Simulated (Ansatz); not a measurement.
# Run report: Si2H3F3, molecular dynamics (part 4 of 4)

Continued. System: Si2H3F3. Method: RKS PBE0/6-31G (Ansatz 0.2.0). It belongs to a series of runs on one base structure; here: dynamics from the start.

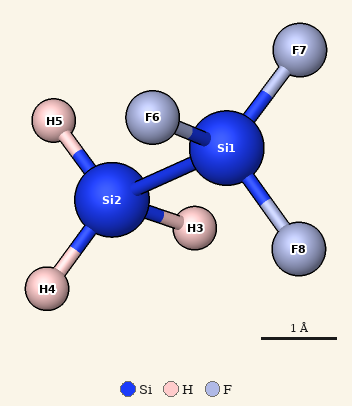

Fig. 1: The geometry at step 87 of the log (ball-and-stick view, seen at a tilt; atoms are numbered from 1 in the order of the input).

Trajectory as extended XYZ, continued
```
8
Properties=species:S:1:pos:R:3:forces:R:3 step=73 time_fs=18.2 energy=-23939.19245 temperature=299.0
Si   -0.0222    0.0458   -0.0929    0.5193  -0.2528   1.9941
Si    0.1063   -0.1029    2.3027   -0.6764  -0.0405  -1.0521
H    -1.3098   -0.4334    2.3179   -1.1267  -0.2533   0.5587
H     0.7716   -1.2522    2.9579    0.4839  -0.1169  -0.2119
H     0.2315    1.1836    2.9982    0.3304   0.4829   0.1086
F     1.5697    0.3277   -0.5563   -0.3043   0.0124  -0.9115
F    -1.0716    1.2733   -0.6127    0.5333  -0.6541  -0.1540
F    -0.5880   -1.4746   -0.5994    0.2404   0.8223  -0.3319
8
Properties=species:S:1:pos:R:3:forces:R:3 step=74 time_fs=18.5 energy=-23939.19606 temperature=306.0
Si   -0.0223    0.0458   -0.0924    0.5261  -0.2067   1.9673
Si    0.1067   -0.1041    2.3015   -0.6556  -0.0291  -1.0342
H    -1.3080   -0.4360    2.3212   -1.1386  -0.2637   0.5578
H     0.7793   -1.2474    2.9578    0.4839  -0.1392  -0.2140
H     0.2338    1.1793    3.0011    0.3254   0.5026   0.1049
F     1.5703    0.3296   -0.5560   -0.3316   0.0060  -0.9011
F    -1.0732    1.2736   -0.6124    0.5539  -0.6757  -0.1431
F    -0.5878   -1.4738   -0.5994    0.2365   0.8060  -0.3377
8
Properties=species:S:1:pos:R:3:forces:R:3 step=76 time_fs=19.0 energy=-23939.20760 temperature=315.4
Si   -0.0224    0.0458   -0.0915    0.5382  -0.1120   1.9091
Si    0.1074   -0.1065    2.2989   -0.6469  -0.0073  -0.9761
H    -1.3068   -0.4417    2.3287   -1.1138  -0.2728   0.5538
H     0.7955   -1.2380    2.9576    0.4751  -0.1728  -0.2248
H     0.2394    1.1716    3.0074    0.3111   0.5198   0.0850
F     1.5714    0.3335   -0.5557   -0.3883  -0.0072  -0.8778
F    -1.0765    1.2740   -0.6117    0.5958  -0.7188  -0.1204
F    -0.5874   -1.4721   -0.5994    0.2287   0.7711  -0.3488
8
Properties=species:S:1:pos:R:3:forces:R:3 step=77 time_fs=19.2 energy=-23939.21510 temperature=317.9
Si   -0.0225    0.0458   -0.0910    0.5444  -0.0650   1.8783
Si    0.1078   -0.1077    2.2976   -0.6596   0.0034  -0.9397
H    -1.3072   -0.4446    2.3330   -1.0791  -0.2721   0.5504
H     0.8040   -1.2333    2.9574    0.4682  -0.1869  -0.2318
H     0.2426    1.1681    3.0107    0.3026   0.5211   0.0711
F     1.5720    0.3353   -0.5556   -0.4177  -0.0140  -0.8650
F    -1.0780    1.2742   -0.6114    0.6164  -0.7396  -0.1091
F    -0.5871   -1.4712   -0.5995    0.2247   0.7532  -0.3542
8
Properties=species:S:1:pos:R:3:forces:R:3 step=78 time_fs=19.5 energy=-23939.22356 temperature=326.8
Si   -0.0225    0.0457   -0.0904    0.5511  -0.0176   1.8473
Si    0.1081   -0.1089    2.2963   -0.6823   0.0109  -0.8993
H    -1.3082   -0.4475    2.3375   -1.0305  -0.2681   0.5460
H     0.8126   -1.2288    2.9569    0.4587  -0.1977  -0.2400
H     0.2460    1.1647    3.0140    0.2936   0.5188   0.0555
F     1.5726    0.3372   -0.5555   -0.4476  -0.0210  -0.8516
F    -1.0796    1.2744   -0.6110    0.6366  -0.7594  -0.0980
F    -0.5869   -1.4702   -0.5995    0.2204   0.7341  -0.3598
8
Properties=species:S:1:pos:R:3:forces:R:3 step=79 time_fs=19.8 energy=-23939.23299 temperature=347.1
Si   -0.0226    0.0457   -0.0897    0.5598   0.0292   1.8140
Si    0.1085   -0.1101    2.2949   -0.7114   0.0146  -0.8497
H    -1.3099   -0.4505    2.3424   -0.9693  -0.2611   0.5403
H     0.8216   -1.2247    2.9564    0.4443  -0.2017  -0.2520
H     0.2495    1.1616    3.0174    0.2839   0.5107   0.0368
F     1.5733    0.3390   -0.5555   -0.4793  -0.0283  -0.8369
F    -1.0811    1.2745   -0.6106    0.6559  -0.7782  -0.0871
F    -0.5867   -1.4692   -0.5996    0.2161   0.7148  -0.3653
8
Properties=species:S:1:pos:R:3:forces:R:3 step=80 time_fs=20.0 energy=-23939.24327 temperature=359.2
Si   -0.0227    0.0457   -0.0890    0.5685   0.0745   1.7787
Si    0.1088   -0.1113    2.2935   -0.7483   0.0176  -0.7929
H    -1.3121   -0.4537    2.3476   -0.8957  -0.2507   0.5331
H     0.8309   -1.2206    2.9558    0.4275  -0.2029  -0.2658
H     0.2534    1.1588    3.0208    0.2728   0.4973   0.0150
F     1.5738    0.3409   -0.5555   -0.5114  -0.0357  -0.8215
F    -1.0827    1.2746   -0.6102    0.6745  -0.7959  -0.0762
F    -0.5864   -1.4682   -0.5998    0.2120   0.6958  -0.3702
8
Properties=species:S:1:pos:R:3:forces:R:3 step=81 time_fs=20.2 energy=-23939.25407 temperature=366.6
Si   -0.0228    0.0457   -0.0883    0.5755   0.1198   1.7423
Si    0.1092   -0.1125    2.2921   -0.7942   0.0192  -0.7329
H    -1.3149   -0.4574    2.3531   -0.8101  -0.2367   0.5247
H     0.8404   -1.2165    2.9550    0.4098  -0.2033  -0.2798
H     0.2575    1.1562    3.0242    0.2604   0.4808  -0.0083
F     1.5744    0.3428   -0.5555   -0.5425  -0.0432  -0.8059
F    -1.0841    1.2747   -0.6098    0.6932  -0.8137  -0.0651
F    -0.5862   -1.4671   -0.5999    0.2081   0.6771  -0.3750
8
Properties=species:S:1:pos:R:3:forces:R:3 step=82 time_fs=20.5 energy=-23939.26505 temperature=375.5
Si   -0.0229    0.0457   -0.0875    0.5794   0.1656   1.7053
Si    0.1095   -0.1137    2.2907   -0.8460   0.0220  -0.6684
H    -1.3182   -0.4612    2.3588   -0.7155  -0.2199   0.5148
H     0.8501   -1.2124    2.9539    0.3910  -0.2027  -0.2939
H     0.2620    1.1538    3.0275    0.2467   0.4593  -0.0341
F     1.5749    0.3447   -0.5555   -0.5723  -0.0505  -0.7904
F    -1.0856    1.2748   -0.6094    0.7124  -0.8322  -0.0537
F    -0.5860   -1.4660   -0.6002    0.2044   0.6584  -0.3796
8
Properties=species:S:1:pos:R:3:forces:R:3 step=83 time_fs=20.8 energy=-23939.27593 temperature=387.7
Si   -0.0229    0.0457   -0.0867    0.5834   0.2107   1.6684
Si    0.1097   -0.1150    2.2893   -0.9011   0.0271  -0.6018
H    -1.3217   -0.4652    2.3648   -0.6160  -0.2015   0.5035
H     0.8599   -1.2081    2.9525    0.3722  -0.2030  -0.3073
H     0.2666    1.1517    3.0307    0.2321   0.4350  -0.0614
F     1.5754    0.3466   -0.5555   -0.6021  -0.0580  -0.7744
F    -1.0870    1.2749   -0.6090    0.7309  -0.8497  -0.0426
F    -0.5858   -1.4650   -0.6004    0.2006   0.6394  -0.3843
8
Properties=species:S:1:pos:R:3:forces:R:3 step=84 time_fs=21.0 energy=-23939.28654 temperature=400.8
Si   -0.0229    0.0457   -0.0859    0.5887   0.2560   1.6314
Si    0.1099   -0.1162    2.2879   -0.9584   0.0290  -0.5346
H    -1.3256   -0.4693    2.3710   -0.5116  -0.1820   0.4909
H     0.8701   -1.2039    2.9509    0.3518  -0.2020  -0.3209
H     0.2713    1.1496    3.0337    0.2173   0.4116  -0.0878
F     1.5760    0.3486   -0.5557   -0.6332  -0.0658  -0.7576
F    -1.0884    1.2750   -0.6086    0.7488  -0.8661  -0.0320
F    -0.5855   -1.4638   -0.6007    0.1966   0.6194  -0.3894
8
Properties=species:S:1:pos:R:3:forces:R:3 step=86 time_fs=21.5 energy=-23939.30665 temperature=415.0
Si   -0.0229    0.0457   -0.0843    0.5990   0.3432   1.5569
Si    0.1104   -0.1187    2.2852   -1.0775   0.0322  -0.3912
H    -1.3343   -0.4775    2.3843   -0.2895  -0.1389   0.4613
H     0.8913   -1.1957    2.9467    0.3056  -0.1951  -0.3493
H     0.2814    1.1461    3.0394    0.1858   0.3566  -0.1441
F     1.5772    0.3524   -0.5560   -0.6948  -0.0812  -0.7231
F    -1.0911    1.2749   -0.6079    0.7827  -0.8960  -0.0114
F    -0.5848   -1.4615   -0.6014    0.1887   0.5793  -0.3992
8
Properties=species:S:1:pos:R:3:forces:R:3 step=87 time_fs=21.8 energy=-23939.31579 temperature=409.3
Si   -0.0229    0.0456   -0.0834    0.6035   0.3871   1.5200
Si    0.1107   -0.1199    2.2839   -1.1341   0.0364  -0.3139
H    -1.3389   -0.4816    2.3912   -0.1770  -0.1159   0.4450
H     0.9020   -1.1917    2.9443    0.2803  -0.1891  -0.3640
H     0.2869    1.1449    3.0420    0.1684   0.3227  -0.1752
F     1.5776    0.3542   -0.5562   -0.7236  -0.0886  -0.7059
F    -1.0924    1.2747   -0.6075    0.7987  -0.9099  -0.0015
F    -0.5844   -1.4604   -0.6018    0.1839   0.5574  -0.4045
8
Properties=species:S:1:pos:R:3:forces:R:3 step=88 time_fs=22.0 energy=-23939.32420 temperature=420.7
Si   -0.0229    0.0456   -0.0826    0.6050   0.4312   1.4835
Si    0.1108   -0.1212    2.2826   -1.1832   0.0387  -0.2323
H    -1.3434   -0.4857    2.3984   -0.0678  -0.0935   0.4275
H     0.9128   -1.1880    2.9420    0.2514  -0.1787  -0.3809
H     0.2924    1.1439    3.0445    0.1507   0.2869  -0.2069
F     1.5780    0.3561   -0.5564   -0.7495  -0.0954  -0.6895
F    -1.0937    1.2746   -0.6071    0.8146  -0.9234   0.0086
F    -0.5840   -1.4591   -0.6022    0.1788   0.5344  -0.4101
8
Properties=species:S:1:pos:R:3:forces:R:3 step=89 time_fs=22.2 energy=-23939.33187 temperature=431.6
Si   -0.0229    0.0455   -0.0816    0.6038   0.4735   1.4457
Si    0.1110   -0.1224    2.2813   -1.2248   0.0411  -0.1452
H    -1.3478   -0.4900    2.4056    0.0378  -0.0715   0.4092
H     0.9239   -1.1844    2.9394    0.2196  -0.1647  -0.3993
H     0.2979    1.1431    3.0469    0.1323   0.2476  -0.2402
F     1.5783    0.3579   -0.5566   -0.7729  -0.1018  -0.6735
F    -1.0950    1.2743   -0.6067    0.8301  -0.9361   0.0187
F    -0.5836   -1.4579   -0.6027    0.1741   0.5119  -0.4152
8
Properties=species:S:1:pos:R:3:forces:R:3 step=90 time_fs=22.5 energy=-23939.33871 temperature=444.2
Si   -0.0228    0.0455   -0.0807    0.6006   0.5159   1.4064
Si    0.1111   -0.1237    2.2799   -1.2601   0.0453  -0.0528
H    -1.3521   -0.4943    2.4131    0.1407  -0.0496   0.3896
H     0.9350   -1.1810    2.9367    0.1858  -0.1485  -0.4187
H     0.3036    1.1426    3.0494    0.1128   0.2045  -0.2758
F     1.5785    0.3597   -0.5568   -0.7951  -0.1080  -0.6575
F    -1.0963    1.2741   -0.6063    0.8459  -0.9489   0.0289
F    -0.5832   -1.4566   -0.6031    0.1695   0.4893  -0.4202
8
Properties=species:S:1:pos:R:3:forces:R:3 step=91 time_fs=22.8 energy=-23939.34461 temperature=454.3
Si   -0.0227    0.0455   -0.0797    0.5958   0.5594   1.3668
Si    0.1112   -0.1249    2.2784   -1.2894   0.0500   0.0427
H    -1.3563   -0.4987    2.4209    0.2397  -0.0281   0.3690
H     0.9463   -1.1777    2.9337    0.1508  -0.1314  -0.4383
H     0.3095    1.1421    3.0519    0.0927   0.1601  -0.3121
F     1.5787    0.3616   -0.5571   -0.8158  -0.1140  -0.6418
F    -1.0976    1.2738   -0.6059    0.8616  -0.9616   0.0393
F    -0.5827   -1.4552   -0.6036    0.1644   0.4656  -0.4256
8
Properties=species:S:1:pos:R:3:forces:R:3 step=92 time_fs=23.0 energy=-23939.34963 temperature=454.1
Si   -0.0226    0.0454   -0.0787    0.5909   0.6012   1.3272
Si    0.1114   -0.1262    2.2770   -1.3113   0.0539   0.1378
H    -1.3601   -0.5033    2.4289    0.3320  -0.0075   0.3477
H     0.9576   -1.1744    2.9304    0.1155  -0.1139  -0.4574
H     0.3153    1.1417    3.0543    0.0727   0.1171  -0.3473
F     1.5789    0.3634   -0.5573   -0.8357  -0.1200  -0.6262
F    -1.0988    1.2736   -0.6054    0.8763  -0.9732   0.0490
F    -0.5823   -1.4538   -0.6041    0.1597   0.4425  -0.4307
8
Properties=species:S:1:pos:R:3:forces:R:3 step=93 time_fs=23.2 energy=-23939.35397 temperature=456.6
Si   -0.0224    0.0454   -0.0776    0.5871   0.6408   1.2867
Si    0.1115   -0.1274    2.2755   -1.3280   0.0547   0.2312
H    -1.3636   -0.5079    2.4370    0.4194   0.0125   0.3257
H     0.9688   -1.1714    2.9267    0.0798  -0.0957  -0.4759
H     0.3212    1.1412    3.0563    0.0530   0.0768  -0.3801
F     1.5791    0.3653   -0.5576   -0.8566  -0.1262  -0.6102
F    -1.0999    1.2733   -0.6049    0.8899  -0.9833   0.0581
F    -0.5819   -1.4525   -0.6046    0.1554   0.4204  -0.4355
8
Properties=species:S:1:pos:R:3:forces:R:3 step=94 time_fs=23.5 energy=-23939.35775 temperature=469.4
Si   -0.0223    0.0455   -0.0766    0.5837   0.6790   1.2450
Si    0.1115   -0.1286    2.2740   -1.3411   0.0542   0.3241
H    -1.3669   -0.5128    2.4453    0.5041   0.0324   0.3027
H     0.9801   -1.1684    2.9226    0.0436  -0.0769  -0.4937
H     0.3269    1.1409    3.0579    0.0336   0.0376  -0.4112
F     1.5793    0.3672   -0.5579   -0.8779  -0.1325  -0.5937
F    -1.1011    1.2730   -0.6045    0.9028  -0.9924   0.0669
F    -0.5815   -1.4511   -0.6051    0.1513   0.3986  -0.4401
8
Properties=species:S:1:pos:R:3:forces:R:3 step=96 time_fs=24.0 energy=-23939.36412 temperature=478.8
Si   -0.0220    0.0456   -0.0743    0.5739   0.7501   1.1569
Si    0.1115   -0.1311    2.2710   -1.3491   0.0500   0.5034
H    -1.3725   -0.5228    2.4626    0.6540   0.0690   0.2552
H     1.0029   -1.1619    2.9136   -0.0271  -0.0431  -0.5257
H     0.3382    1.1401    3.0600   -0.0044  -0.0306  -0.4660
F     1.5797    0.3708   -0.5585   -0.9190  -0.1444  -0.5602
F    -1.1033    1.2723   -0.6034    0.9275  -1.0089   0.0842
F    -0.5807   -1.4483   -0.6063    0.1442   0.3579  -0.4479
8
Properties=species:S:1:pos:R:3:forces:R:3 step=97 time_fs=24.2 energy=-23939.36688 temperature=484.0
Si   -0.0219    0.0457   -0.0731    0.5668   0.7807   1.1119
Si    0.1114   -0.1323    2.2695   -1.3428   0.0475   0.5904
H    -1.3746   -0.5278    2.4717    0.7193   0.0853   0.2310
H     1.0145   -1.1584    2.9087   -0.0625  -0.0276  -0.5406
H     0.3440    1.1396    3.0607   -0.0234  -0.0608  -0.4908
F     1.5799    0.3726   -0.5589   -0.9376  -0.1498  -0.5435
F    -1.1043    1.2719   -0.6029    0.9387  -1.0155   0.0923
F    -0.5803   -1.4470   -0.6069    0.1416   0.3402  -0.4507
8
Properties=species:S:1:pos:R:3:forces:R:3 step=98 time_fs=24.5 energy=-23939.36957 temperature=493.4
Si   -0.0216    0.0459   -0.0719    0.5581   0.8095   1.0654
Si    0.1112   -0.1336    2.2680   -1.3292   0.0452   0.6756
H    -1.3762   -0.5329    2.4809    0.7770   0.1000   0.2067
H     1.0262   -1.1548    2.9036   -0.0976  -0.0132  -0.5544
H     0.3497    1.1390    3.0613   -0.0421  -0.0886  -0.5141
F     1.5800    0.3743   -0.5593   -0.9551  -0.1548  -0.5269
F    -1.1053    1.2716   -0.6024    0.9496  -1.0215   0.1004
F    -0.5799   -1.4455   -0.6076    0.1393   0.3234  -0.4528
8
Properties=species:S:1:pos:R:3:forces:R:3 step=99 time_fs=24.8 energy=-23939.37268 temperature=508.2
Si   -0.0213    0.0461   -0.0706    0.5476   0.8372   1.0174
Si    0.1110   -0.1348    2.2665   -1.3103   0.0441   0.7574
H    -1.3771   -0.5380    2.4903    0.8267   0.1130   0.1821
H     1.0377   -1.1511    2.8979   -0.1301  -0.0012  -0.5657
H     0.3551    1.1383    3.0617   -0.0600  -0.1137  -0.5351
F     1.5801    0.3760   -0.5597   -0.9712  -0.1594  -0.5101
F    -1.1063    1.2711   -0.6019    0.9602  -1.0268   0.1085
F    -0.5794   -1.4441   -0.6084    0.1372   0.3069  -0.4545
8
Properties=species:S:1:pos:R:3:forces:R:3 step=100 time_fs=25.0 energy=-23939.37641 temperature=509.0
Si   -0.0210    0.0463   -0.0693    0.5353   0.8618   0.9690
Si    0.1107   -0.1360    2.2650   -1.2860   0.0426   0.8345
H    -1.3774   -0.5432    2.5001    0.8686   0.1250   0.1576
H     1.0489   -1.1473    2.8918   -0.1606   0.0090  -0.5749
H     0.3606    1.1376    3.0615   -0.0770  -0.1354  -0.5530
F     1.5802    0.3777   -0.5602   -0.9856  -0.1637  -0.4936
F    -1.1072    1.2707   -0.6014    0.9697  -1.0307   0.1161
F    -0.5789   -1.4426   -0.6092    0.1356   0.2915  -0.4556
```

The run was set up as follows.

Input
```yaml
crystal:
  periodic: [false, false, false]
  atoms:
    - { symbol: Si, position_ang: [0.000285, -1.9e-05, 0.005466] }
    - { symbol: Si, position_ang: [5.9e-05, 2.8e-05, 2.3351] }
    - { symbol: H, position_ang: [-1.410284, -0.205426, 2.789092] }
    - { symbol: H, position_ang: [0.883125, -1.118635, 2.789084] }
    - { symbol: H, position_ang: [0.527248, 1.324111, 2.789255] }
    - { symbol: F, position_ang: [1.529492, 0.205366, -0.651135] }
    - { symbol: F, position_ang: [-0.942032, 1.22154, -0.651643] }
    - { symbol: F, position_ang: [-0.586293, -1.426964, -0.651517] }
basis:
  gaussian: { orbitals: "6-31G" }
hamiltonian:
  xc: pbe0
md:
  timestep: 0.25
  n_steps: 100
  ensemble: nvt_langevin
  temperature: 1000.0
  initial_velocities: maxwell_boltzmann
  seed: 127834
  friction: 0.001
```

Command:
```bash
ansatz run input.yaml --threads 1 --pin off --max-ram 2048MiB --backend cpu --events-out ev --progress --plain --runs-dir out
```

Key numbers

- outcome: finished
- mean temperature over the second half: 368 K
- trajectory: 100 steps, 25 fs
- ensemble: nvt_langevin
- temperature in the input: 1000.0 K
- time step: 0.25 fs
- potential energy (last step): −23939.3764 eV
- mean-field energy (last step): −23939.3764 eV
- largest force (length of the vector) (last step): 1.534 eV/Å
- hardware: 1 thread of Arm Neoverse N1, 98 GiB of memory available, shared host
- wall time: 7.2 min
- peak memory: 0.12 GiB

Notes

So short a trajectory is not equilibrated. The logged temperature at the start can lie below the typed one, since it is counted over all degrees of freedom. The temperature stays far from the 1000 K of the thermostat over the second half: the run isn't equilibrated.
